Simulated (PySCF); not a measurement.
Input file:

```
{"job": {"kind": "nmr", "xc": "PBE0", "basis": "pcSseg-1"}, "charge": 0, "multiplicity": 1}
Si     0.843008    -0.097543    -1.900428
O      0.675344    -0.021798    -0.247243
C     -0.568338     0.050358     0.408289
C     -0.351035     0.047249     1.902794
H     -1.109495     0.968691     0.105602
H     -1.209011    -0.805543     0.116841
H     -1.311917     0.099973     2.436588
H      0.172095    -0.869701     2.211955
H      0.264124     0.908364     2.202903
H      2.301740    -0.179989    -2.177280
H      0.263435     1.118872    -2.554839
H      0.145512    -1.301672    -2.454212
```

Run with:

```sh
OMP_NUM_THREADS=1 python probes_run.py task.json out
```

Geometry: PBE0-D3(BJ)/def2-SVP.

Level of theory: PBE0/pcSseg-1, SCF density, gas phase, non-relativistic (PySCF 2.14.0).

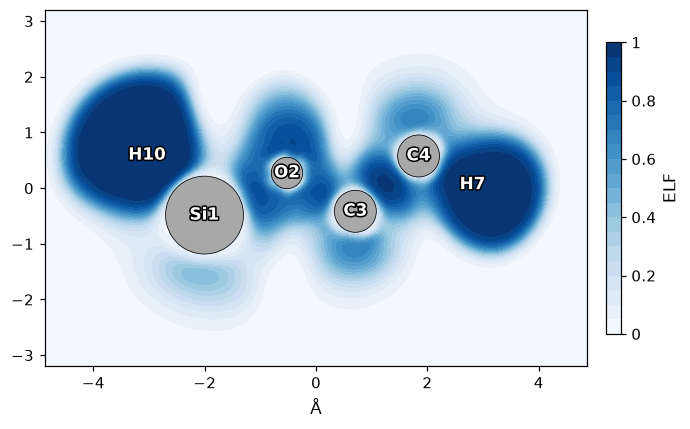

C₂H₈OSi (Si(OEt)H3). ELF on the plane of atoms O2, Si1 and H10. Grey discs cover the atomic cores.

### Describe what can be read from this map.

The section cuts through Si, O, C and H sites.
C–O (1.41 Å): the ELF peaks at about 0.90 between the atoms (a shared but strongly polarised pair).
C–C (1.51 Å): the ELF peaks at about 0.95 between the atoms; a shared electron pair.
Si–O (1.66 Å): the ELF peaks at about 0.85 between the atoms (a shared but strongly polarised pair).
C–H (1.10 Å): the ELF climbs to about 1 towards the hydrogen, as it does in any bond to H; an ordinary covalent bond to hydrogen.
Si–H (1.49 Å): the ELF climbs to about 1 towards the hydrogen.
The ELF also peaks beside O2, away from the bonds: lone-pair regions.
